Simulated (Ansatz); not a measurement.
**Si (diamond structure), cut as (111) film, 14 layers, monochloride, Cl-ended**

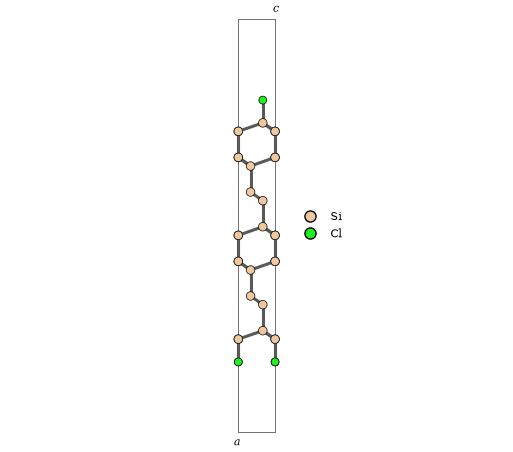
Structure after relaxation, one periodic cell

All values below come from PBE (plane waves to 420 eV, PAW; Ansatz, a quantum-chemistry and plane-wave program).

- change of bonding against the cut: none
- number of neighbours within 2.841 Å (ending not counted): 3 for 2 atoms, 4 for 12 atoms
- mean Si-Si distance (least to greatest): 2.367 Å (2.363 to 2.372)
